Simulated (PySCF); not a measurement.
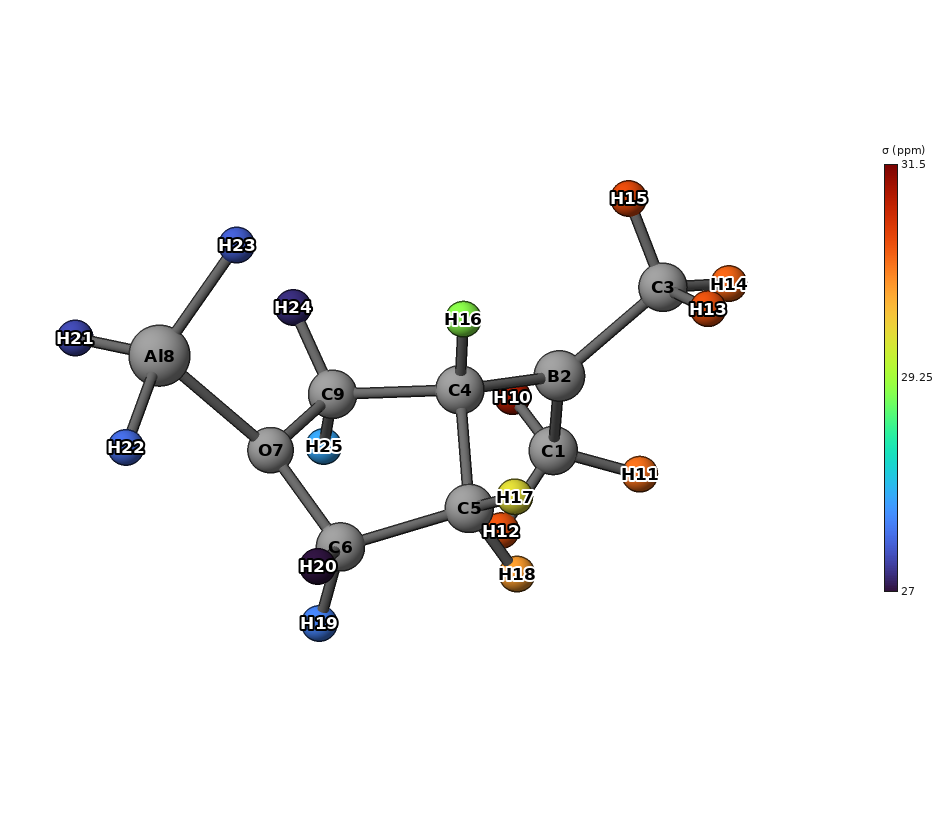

Atoms are coloured by their isotropic NMR shieldings (H only, the others grey). Computed geometry: GFN2-xTB optimisation. No frequency run is at hand to confirm it as a minimum. Method: GIAO PBE0/pcSseg-1 NMR shielding, non-relativistic, gas phase (PySCF 2.14.0).

Which H atom is the most shielded (lowest chemical shift)?

Answer. H10 (31.13 ppm).

Which H atom is the least shielded (highest chemical shift)?

Answer. H20 (27.03 ppm).

How wide is the range of H shifts?

Answer. 4.10 ppm.

List the isotropic NMR shieldings of the H atoms.

| atom | σ (ppm) |
| --- | --- |
| H10 | 31.13 |
| H11 | 30.45 |
| H12 | 30.64 |
| H13 | 30.65 |
| H14 | 30.53 |
| H15 | 30.70 |
| H16 | 29.12 |
| H17 | 29.69 |
| H18 | 30.18 |
| H19 | 27.74 |
| H20 | 27.03 |
| H21 | 27.36 |
| H22 | 27.58 |
| H23 | 27.49 |
| H24 | 27.18 |
| H25 | 27.99 |

The geometry is semi-empirical. Around Al, B such bond lengths and angles can be off by a tenth of an ångström or more and by several degrees, and values that hang on the shape move with them.
